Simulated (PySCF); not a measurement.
## C₃F₃: a changed input and its effect

System: C₃F₃, charge −1, SMILES [C-]#CC(F)(F)F.
Method of the first run: GIAO PBE0/pcSseg-1 NMR shielding, non-relativistic, gas phase (PySCF 2.14.0).

The geometry comes from this level: GFN2-xTB. Text and figures count atoms from 1; the logs count them from 0 in places.

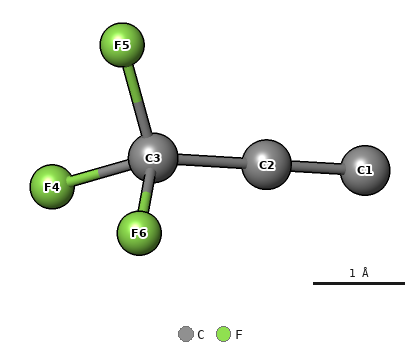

Figure 1. The structure as given in the input (ball-and-stick view, seen at a tilt; atoms are numbered from 1 in the order of the input). Bond lengths as drawn: C–C 1.23 to 1.42 Å and C–F 1.39 Å.

### Input file, the first run
```
{"job": {"kind": "nmr", "xc": "PBE0", "basis": "pcSseg-1", "pop": false}, "charge": -1, "multiplicity": 1}
C      2.278104    -0.040852    -0.043066
C      1.044840    -0.018449    -0.022189
C     -0.373484     0.007012     0.003081
F     -0.973534     1.098579    -0.618512
F     -0.960381     0.024981     1.265519
F     -1.012423    -1.069281    -0.606406
```

The first line tells a small driver script what to run in PySCF; the rest is the geometry in Å.

Command:
```bash
OMP_NUM_THREADS=1 python <driver script> task.json out
```

Hardware: 1 CPU thread, shared host.

### Output (the first run)
```
coarse grid: 6520 points
cycle   1  E = -413.0889666021  dE =  7.782e-01  |g| = 9.892e-01  |ddm| = 2.544e+00
cycle   2  E = -412.7544935065  dE =  3.345e-01  |g| = 1.653e+00  |ddm| = 3.182e+00
cycle   3  E = -413.2620450145  dE = -5.076e-01  |g| = 2.597e-01  |ddm| = 2.221e+00
cycle   4  E = -413.2763871803  dE = -1.434e-02  |g| = 9.610e-02  |ddm| = 3.383e-01
cycle   5  E = -413.2787028267  dE = -2.316e-03  |g| = 1.735e-02  |ddm| = 1.536e-01
cycle   6  E = -413.2787753846  dE = -7.256e-05  |g| = 2.281e-03  |ddm| = 3.359e-02
cycle   7  E = -413.2787765702  dE = -1.186e-06  |g| = 8.016e-04  |ddm| = 4.361e-03
final grid: 68440 points
cycle   8  E = -413.3358786449  dE = -2.854e-05  |g| = 7.360e-03  |ddm| = 2.565e-02
cycle   9  E = -413.3358708318  dE =  7.813e-06  |g| = 1.065e-02  |ddm| = 1.909e-02
cycle  10  E = -413.3358889488  dE = -1.812e-05  |g| = 5.842e-04  |ddm| = 7.276e-03
cycle  11  E = -413.3358889975  dE = -4.864e-08  |g| = 4.100e-04  |ddm| = 1.736e-03
cycle  12  E = -413.3358890353  dE = -3.781e-08  |g| = 1.695e-04  |ddm| = 7.541e-04
cycle  13  E = -413.3358890423  dE = -7.016e-09  |g| = 2.108e-05  |ddm| = 1.338e-04
cycle  14  E = -413.3358890424  dE = -9.447e-11  |g| = 7.322e-06  |ddm| = 1.989e-05
converged SCF energy = -413.3358890424

GIAO shielding tensors (ppm)
atom      isotropic    diamagn.    paramagn.     s11        s22        s33       span
  0 C      -29.868     280.517    -310.385   -154.631   -154.571    219.600    374.231
  1 C       93.374     260.604    -167.230     -8.004     -7.995    296.121    304.125
  2 C       66.480     236.083    -169.603     56.996     57.033     85.411     28.415
  3 F      212.627     476.024    -263.396     95.983    178.987    362.913    266.930
  4 F      212.578     476.046    -263.468     95.908    178.829    362.998    267.090
  5 F      212.615     476.026    -263.411     95.962    178.944    362.939    266.976
```

For the second run the input was changed thus:
```diff
-"xc": "PBE0"
+"xc": "OLYP"
+"scf": {"guess": "sap"}
```

What does this change do to the results?

The total energies belong to different methods, so their difference says nothing on which is more stable or more accurate. The HOMO goes from −1.84 to −0.02 eV. The LUMO goes from 5.87 to 5.17 eV. Of all shieldings, the largest change is that of C1, by +11.5 ppm. The functional changes from PBE0 to OLYP. Exact exchange removes part of the self-interaction error of semilocal functionals, which pushes filled and empty levels apart. The SCF takes 13 iterations against 14.

### Output (the second run)
```
final grid: 68440 points
cycle   1  E = -410.7338005766  dE =  1.822e+00  |g| = 3.045e+00  |ddm| = 1.013e+01
cycle   2  E = -398.7226133257  dE =  1.201e+01  |g| = 8.189e+00  |ddm| = 1.174e+01
cycle   3  E = -412.8337985996  dE = -1.411e+01  |g| = 1.730e+00  |ddm| = 6.750e+00
cycle   4  E = -413.4408224996  dE = -6.070e-01  |g| = 9.958e-01  |ddm| = 5.934e+00
cycle   5  E = -413.5516961901  dE = -1.109e-01  |g| = 5.726e-01  |ddm| = 1.696e+00
cycle   6  E = -413.6364733803  dE = -8.478e-02  |g| = 2.104e-01  |ddm| = 1.250e+00
cycle   7  E = -413.6465037890  dE = -1.003e-02  |g| = 5.123e-02  |ddm| = 2.948e-01
cycle   8  E = -413.6471660858  dE = -6.623e-04  |g| = 1.415e-02  |ddm| = 6.859e-02
cycle   9  E = -413.6472126039  dE = -4.652e-05  |g| = 4.443e-03  |ddm| = 1.530e-02
cycle  10  E = -413.6472180975  dE = -5.494e-06  |g| = 7.159e-04  |ddm| = 8.868e-03
cycle  11  E = -413.6472181353  dE = -3.787e-08  |g| = 4.969e-04  |ddm| = 1.007e-03
cycle  12  E = -413.6472181725  dE = -3.718e-08  |g| = 2.997e-05  |ddm| = 3.392e-04
cycle  13  E = -413.6472181727  dE = -1.467e-10  |g| = 7.253e-06  |ddm| = 4.141e-05
converged SCF energy = -413.6472181727

GIAO shielding tensors (ppm)
atom      isotropic    diamagn.    paramagn.     s11        s22        s33       span
  0 C      -18.359     284.308    -302.667   -137.470   -137.410    219.803    357.273
  1 C       94.493     258.582    -164.089     -2.852     -2.842    289.175    292.026
  2 C       66.000     238.467    -172.467     56.916     56.954     84.130     27.214
  3 F      203.675     476.621    -272.945     87.149    170.333    353.545    266.396
  4 F      203.615     476.647    -273.032     87.055    170.154    353.635    266.581
  5 F      203.659     476.624    -272.965     87.120    170.285    353.571    266.451
```

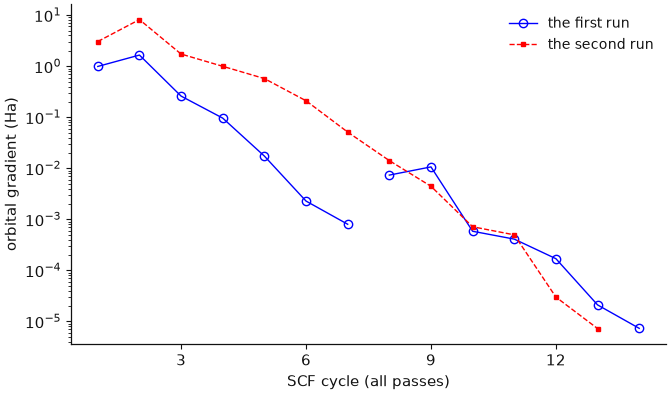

Figure 2. Convergence of the two runs: orbital gradient against the SCF cycle. A break in a curve parts two SCF passes (coarse and final grid). The first run takes 14 cycles in all, and the second run takes 13.

### The two runs side by side

```tsv
quantity	the first run	the second run
outcome	converged	converged
total energy (hartree)	−413.335889	−413.647218
HOMO (eV)	−1.84	−0.02
LUMO (eV)	5.87	5.17
shielding of C1 (ppm)	−29.9	−18.4
shielding of C2 (ppm)	93.4	94.5
shielding of C3 (ppm)	66.5	66.0
shielding of F4 (ppm)	212.6	203.7
shielding of F5 (ppm)	212.6	203.6
shielding of F6 (ppm)	212.6	203.7
SCF iterations	14	13
basis functions	102	102
wall time (shared host)	3.2 s	5 s
```
